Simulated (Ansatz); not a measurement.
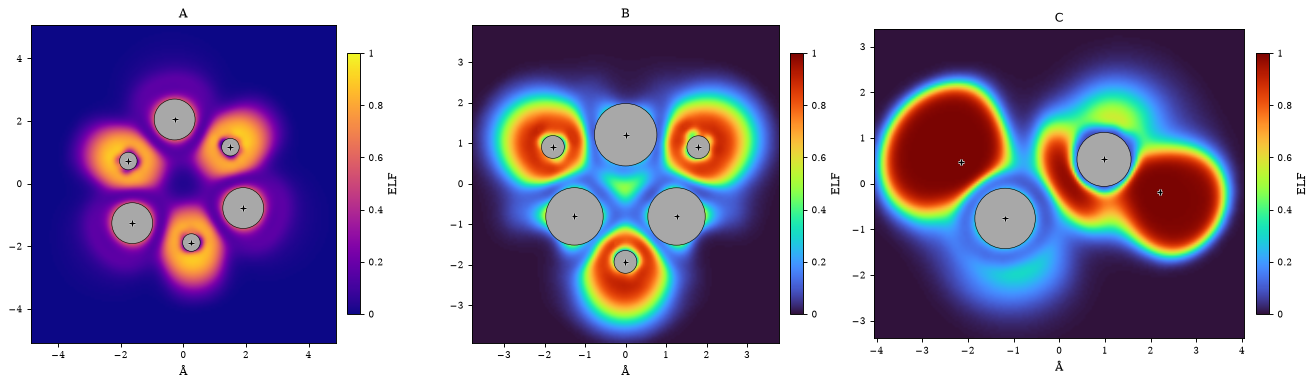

The electron localisation function of 3 systems, each on a plane through atoms (crosses mark nuclei in the plane; grey discs cover the cores).

These are results of RKS PBE0-D4/def2-TZVP in Ansatz, not measurements.

System 1: Cl6O3Sn3 (cyclo-(Cl2SnO)3), the plane of atoms Sn1, O4 and Sn5. Geometry: PBE-D4/def2-SVP; core potentials replace the inner electrons of Sn.

```xyz
12

Sn   -0.6102   -0.6149   -1.8767
Cl   -2.0669   -2.4040   -2.2533
Cl    0.0426    0.3588   -3.8986
O    -1.5561    0.7573   -0.7896
Sn   -1.0856    1.4313    1.0225
Cl   -0.7353    3.7383    0.8895
Cl   -2.8473    0.9462    2.4805
O     0.5711    0.5782    1.7203
Sn    1.7016   -0.8090    0.8501
Cl    1.7057   -2.7211    2.1949
Cl    3.8670    0.0378    0.6120
O     1.0133   -1.2989   -0.9515
```

System 2: GaH6P (Ga(PH3)H3), the plane of atoms P2, Ga1 and H7. Geometry: PBE0-D4/def2-TZVP.

| atom | x (Å) | y (Å) | z (Å) |
| --- | --- | --- | --- |
| Ga | -0.0051 | 0.0110 | -1.4501 |
| P | 0.0020 | -0.0035 | 1.0727 |
| H | 0.6935 | 1.0087 | 1.7697 |
| H | 0.5463 | -1.1179 | 1.7435 |
| H | -1.2223 | 0.0722 | 1.7684 |
| H | 1.5605 | -0.0168 | -1.6345 |
| H | -0.7652 | 1.3791 | -1.6372 |
| H | -0.8096 | -1.3328 | -1.6325 |

System 3: Co5O4 (charge +1), the plane of atoms Co5, Co4 and O6. Geometry: PBE-D4/def2-SVP.

| atom | x (Å) | y (Å) | z (Å) |
| --- | --- | --- | --- |
| Co | 1.5888 | -0.6165 | 0.4266 |
| Co | 0.6465 | 0.8210 | -1.4147 |
| Co | -0.0372 | 1.0652 | 0.8518 |
| Co | -0.6346 | -1.2244 | 1.0924 |
| Co | -1.5733 | 0.2103 | -0.7532 |
| O | -1.7254 | -1.3711 | -0.1859 |
| O | -0.6992 | 1.7860 | -0.7025 |
| O | 1.7888 | -0.4066 | -1.2355 |
| O | 0.6456 | -0.2638 | 1.9210 |

**Which map belongs to which system?**

Panel A is system 1, Cl6O3Sn3: the plane holds Sn and O. Sn–O (1.99 Å): the ELF peaks at about 0.80 in the valence shell of O, 0.6 Å from its nucleus, and drops to about 0.15 between the two atoms. Panel B is system 3, Co5O4: the plane holds Co and O. Co–O (1.69 Å): the ELF peaks at about 0.85 in the valence shell of O, 0.5 Å from its nucleus, and is about 0.25 at the midpoint. Panel C is system 2, GaH6P: the plane holds Ga, P and H. Ga–P (2.52 Å): the ELF peaks at about 0.95 between the atoms, as expected for a covalent bond.
